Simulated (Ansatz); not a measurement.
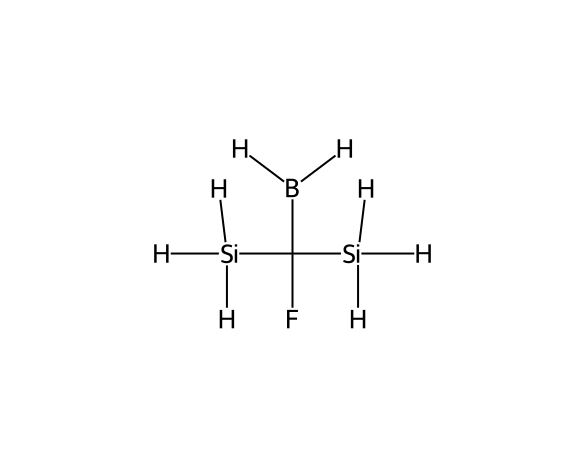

Source: calculation with Ansatz.

Skeletal drawing of a molecule.

Q: Write the SMILES.

A: BC(F)([SiH3])[SiH3]

Q: Give the formula, hydrogens included.

A: CH8BFSi2.

Q: An optimisation with PBE-D4/def2-SVP gave a structure of which point group?

A: Cs.
